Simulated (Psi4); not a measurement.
# TiH4O4 (SMILES O[Ti](O)(O)O) at HSE06/def2-SVP

Aim: the energy change on altering one bond length of TiH4O4 at HSE06/def2-SVP, from 2 runs. 

Program for the calculation: Psi4 1.11.

### Step 1. The system as given

TiH4O4: 9 atoms, total charge 0, spin state singlet. As SMILES, `O[Ti](O)(O)O`. Geometry: relaxed at PBE0-D4/def2-TZVP. This is one conformer, not always the lowest.

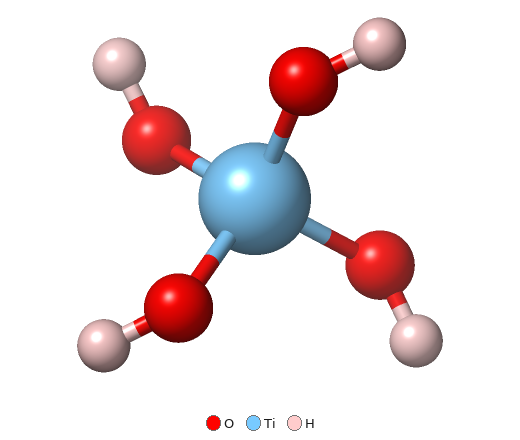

Viewed from a chosen angle; oxygen red, titanium blue, hydrogen pink.

### Step 2. A single-point energy at HSE06/def2-SVP

Contents of calc.py:

```python
import psi4

psi4.set_memory('2200 MB')
psi4.set_num_threads(1)
psi4.set_output_file('psi4.out', False)

molecule = psi4.geometry("""
0 1
O
Ti 1 1.801112
O 2 1.801132 1 108.51658
O 2 1.80113 1 109.94322 3 -120.28766
O 2 1.801072 1 109.95917 3 120.28951
H 1 0.957898 2 129.53955 5 -107.41344
H 3 0.9579 2 129.52252 5 12.02865
H 4 0.957948 2 129.54218 5 -132.29936
H 5 0.957931 2 129.57975 1 -11.98708
units angstrom
symmetry c1
""")

options = {'basis': 'def2-SVP', 'reference': 'rks', 'puream': True, 'e_convergence': 1e-09, 'd_convergence': 1e-08, 'scf_type': 'pk', 'dft_radial_points': 99, 'dft_spherical_points': 590}
psi4.set_options(options)

e, wfn = psi4.energy("hse06", return_wfn=True)
psi4.oeprop(wfn, "MULLIKEN_CHARGES", "DIPOLE", "QUADRUPOLE")
print(f'hse06 energy: {e:.10f} Eh')
```

Run with:

```console
$ python calc.py
```

psi4.out:

```text
[...]
  Running in c1 symmetry.
[...]
  Nuclear repulsion =  327.335103363792427
[...]
  Multiplicity = 1
[...]
  Nalpha       = 29
  Nbeta        = 29
[...]
    Number of basis functions: 107
[...]
   @RKS iter   1: -1151.33010819555716   -5.62035e-01   1.35750e-02 DIIS/ADIIS
[...]
   @RKS iter  13: -1152.16655141320098   -3.91083e-11   9.02265e-09 DIIS
[...]
  @RKS Final Energy: -1152.16655141320098
   => Energetics <=
    Nuclear Repulsion Energy =            327.3351033637924274
    One-Electron Energy =               -2233.5021983644551256
    Two-Electron Energy =                 813.5497380003133685
    DFT Exchange-Correlation Energy =     -59.5491944128513708
    Empirical Dispersion Energy =           0.0000000000000000
    VV10 Nonlocal Energy =                  0.0000000000000000
    Total Energy =                      -1152.1665514132007502
[...]
 Multipole Moments:
 ------------------------------------------------------------------------------------
     Multipole            Electronic (a.u.)      Nuclear  (a.u.)        Total (a.u.)
 ------------------------------------------------------------------------------------
 L = 1.  Multiply by 2.5417464519 to convert [e a0] to [Debye]
 Dipole X            :          0.0004453           -0.0002321            0.0002132
 Dipole Y            :          0.0000249            0.0006527            0.0006776
 Dipole Z            :         -0.0003548            0.0007683            0.0004135
 Magnitude           :                                                    0.0008220
 L = 2.  Multiply by 1.3450342976 to convert [e a0^2] to [Debye ang]
 Quadrupole XX       :       -183.4560293          160.3178374          -23.1381919
 Quadrupole XY       :          0.0062468           -0.0030570            0.0031898
[...]
  Mulliken Charges: (a.u.)
   Center  Symbol    Alpha    Beta     Spin     Total
       1     O     4.23707  4.23707  0.00000 -0.47415
       2    TI    10.44920 10.44920  0.00000  1.10160
       3     O     4.23707  4.23707  0.00000 -0.47413
       4     O     4.23709  4.23709  0.00000 -0.47419
       5     O     4.23711  4.23711  0.00000 -0.47421
       6     H     0.40062  0.40062  0.00000  0.19876
       7     H     0.40062  0.40062  0.00000  0.19876
       8     H     0.40061  0.40061  0.00000  0.19878
       9     H     0.40061  0.40061  0.00000  0.19878
   Total alpha = 29.00000, Total beta = 29.00000, Total charge =  0.00000
```

On the terminal:

```text
hse06 energy: -1152.1665514132 Eh
```

Run time: 54 s. Hardware: 1 thread of Intel Xeon Platinum 8375C at 2.90GHz (Ice Lake), shared host; peak memory 1.1 GiB.

### Step 3. The distorted shape, same level

Contents of h4o4ti.inp:

```
memory 2.2 GB

molecule {
  0 1
  O     -0.187912     1.902563    -1.909093
  Ti     0.000070     0.000090    -0.000050
  O      1.651710    -0.715310    -0.066120
  O     -1.235630    -1.279200    -0.283830
  O     -0.290490     0.726280     1.622320
  H     -0.876132     2.048123    -2.559273
  H      2.270980    -0.885970     0.644480
  H     -1.123140    -2.176250    -0.600550
  H     -0.334770     1.648010     1.879390
  symmetry c1
}

set basis def2-SVP
set reference rks
set puream true
set e_convergence 1e-09
set d_convergence 1e-08
set scf_type pk
set dft_radial_points 99
set dft_spherical_points 590

e_tot, wfn = energy('hse06', return_wfn=True)
oeprop(wfn, 'DIPOLE', 'MULLIKEN_CHARGES', 'MAYER_INDICES')
print_variables()
```

Run with:

```console
$ psi4 -n 1 h4o4ti.inp h4o4ti.out
```

h4o4ti.out (excerpt; [...] marks lines left out):

```text
[...]
  Running in c1 symmetry.
[...]
  Nuclear repulsion =  300.392787300649843
[...]
  Multiplicity = 1
[...]
  Nalpha       = 29
  Nbeta        = 29
[...]
    Number of basis functions: 107
[...]
   @RKS iter   1: -1151.03987620096473   -5.13718e-01   1.41265e-02 DIIS/ADIIS
[...]
   @RKS iter  18: -1152.04451268971115    1.36424e-12   1.96045e-09 DIIS
[...]
  @RKS Final Energy: -1152.04451268971115
   => Energetics <=
    Nuclear Repulsion Energy =            300.3927873006498430
    One-Electron Energy =               -2178.4669605787307773
    Two-Electron Energy =                 785.4748212933266132
    DFT Exchange-Correlation Energy =     -59.4451607049568977
    Empirical Dispersion Energy =           0.0000000000000000
    VV10 Nonlocal Energy =                  0.0000000000000000
    Total Energy =                      -1152.0445126897111550
[...]
 Multipole Moments:
 ------------------------------------------------------------------------------------
     Multipole            Electronic (a.u.)      Nuclear  (a.u.)        Total (a.u.)
 ------------------------------------------------------------------------------------
 L = 1.  Multiply by 2.5417464519 to convert [e a0] to [Debye]
 Dipole X            :          0.2956573           -0.0593253            0.2363320
 Dipole Y            :         -1.6284127            0.5933731           -1.0350396
 Dipole Z            :          1.7150039           -0.5954334            1.1195705
 Magnitude           :                                                    1.5429186
[...]
  Mulliken Charges: (a.u.)
   Center  Symbol    Alpha    Beta     Spin     Total
       1     O     4.28515  4.28515  0.00000 -0.57029
       2    TI    10.43745 10.43745  0.00000  1.12510
       3     O     4.22447  4.22447  0.00000 -0.44894
       4     O     4.22046  4.22046  0.00000 -0.44092
       5     O     4.22845  4.22845  0.00000 -0.45691
       6     H     0.42693  0.42693  0.00000  0.14614
       7     H     0.39266  0.39266  0.00000  0.21468
       8     H     0.39337  0.39337  0.00000  0.21327
       9     H     0.39106  0.39106  0.00000  0.21788
   Total alpha = 29.00000, Total beta = 29.00000, Total charge =  0.00000
[...]
```

Run time: 69 s. Hardware: 1 thread of Intel Xeon Platinum 8375C at 2.90GHz (Ice Lake), shared host; peak memory 1.1 GiB.

### Step 4. Results

Level: HSE06/def2-SVP.

| quantity | value |
| --- | --- |
| first shape: total energy | -1152.16655 Eh |
| first shape: dipole moment | 0.00 D |
| first shape: HOMO energy | -8.17 eV |
| first shape: LUMO energy | -1.26 eV |
| first shape: HOMO–LUMO gap | 6.91 eV |
| distorted shape: total energy | -1152.04451 Eh |
| distorted shape: dipole moment | 3.92 D |
| distorted shape: HOMO energy | -5.39 eV |
| distorted shape: LUMO energy | -2.92 eV |
| distorted shape: HOMO–LUMO gap | 2.47 eV |
| energy change with the O1–Ti2 bond stretched from 1.801 to 2.702 Å | 3.321 eV |

With the O1–Ti2 bond stretched from 1.801 to 2.702 Å the energy rises by 3.32 eV (77 kcal/mol). The first shape isn't relaxed at this level, so the change isn't measured from a minimum. A restricted reference can't describe the breaking bond well at this length. Mulliken charges (first shape) run from -0.47 on O5 to +1.10 on Ti2; they depend strongly on the basis. Mulliken charges (distorted shape) run from -0.57 on O1 to +1.13 on Ti2; they depend strongly on the basis.
